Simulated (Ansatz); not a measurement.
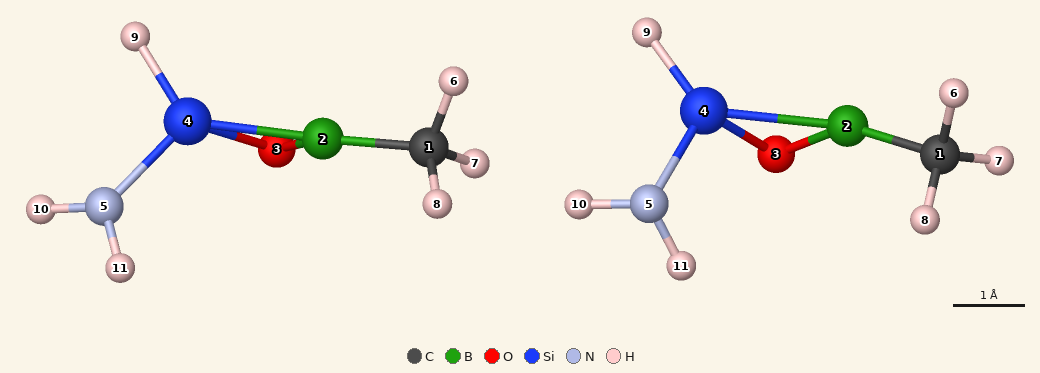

Two geometries of CH6BNOSi, drawn at one scale. One is the start of a relaxation, the other its converged end. The picture is a ball-and-stick view, seen at a tilt.

Computed with RKS B3LYP-D4/def2-SVP (Ansatz). (no spin polarisation; force threshold 0.015 eV/Å; at most 40 steps)

**Which geometry has the lower energy?**

The left one is the relaxed one. The run prepares an end point of a later path (inversion) calculation, from a guessed geometry. The energy falls by 35.0 kcal/mol in 14 accepted moves (16 points after the start). Largest force component: 4.5 eV/Å at the start, 0.0073 eV/Å at the end. The line search rejected the trial steps at points 7, 9 of the run. H11 moves most after the best rigid fit: 0.70 Å. By element the largest moves are H 0.70 Å, N 0.51 Å, B 0.38 Å, O 0.32 Å, Si 0.26 Å, C 0.16 Å. Some distances before and after: O3–Si4 1.647 → 1.809 Å, B2–Si4 2.042 → 1.921 Å, B2–O3 1.437 → 1.339 Å, C1–H6 1.179 → 1.103 Å. Among the angles between lasting bonds that change: C1–B2–Si4 143.4° → 161.8°, Si4–N5–H10 104.8° → 122.6°, Si4–N5–H11 107.0° → 122.7°. The run took 35 s on 2 threads of AMD EPYC 7R13 Processor (Zen 3), on a shared host, peak memory 0.25 GiB.
